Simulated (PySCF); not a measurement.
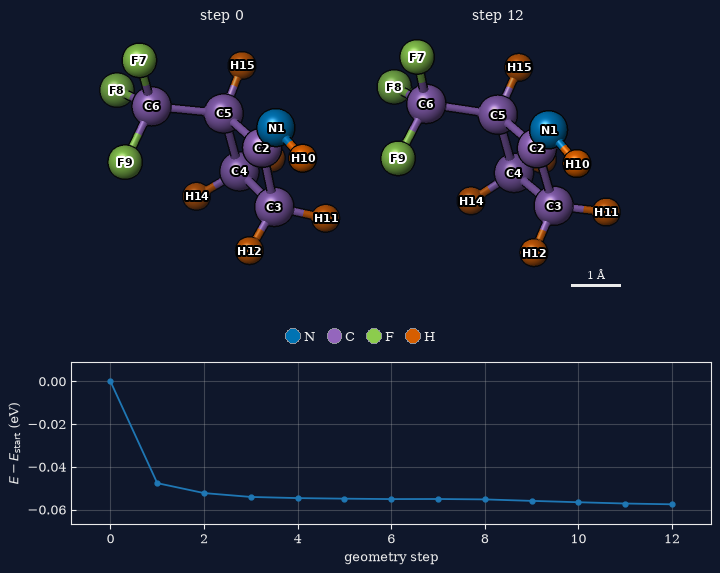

First and last geometry of a relaxation of C5H6F3N, with the history of the run. The picture is a ball-and-stick view, seen from a free direction.

The start comes from GFN2-xTB.

Theory: PySCF, PBE0-D3(BJ)/def2-SVP geometry optimisation, gas phase. 

### Read the history and describe the run.

It converged. The atom that moves furthest after the best rigid fit is an H atom (0.18 Å). By element the largest moves are H 0.18 Å, N 0.10 Å, F 0.10 Å, C 0.07 Å. Some distances before and after: C–N 1.244 → 1.257 Å, C–H 1.089 → 1.101 Å, C–C 1.515 → 1.506 Å, H–N 1.017 → 1.026 Å. Among the angles between lasting bonds that change: C–N–H 116.2° → 110.4°, C–C–C 113.6° → 116.0°, C–C–H 115.4° → 113.0°. The energy falls by 0.057 eV in 12 geometry steps.

```csv
step,"E − E(0), eV"
0,0.0000
1,-0.0476
2,-0.0522
3,-0.0540
4,-0.0546
5,-0.0548
6,-0.0550
7,-0.0550
8,-0.0552
9,-0.0559
10,-0.0565
11,-0.0571
12,-0.0575
```
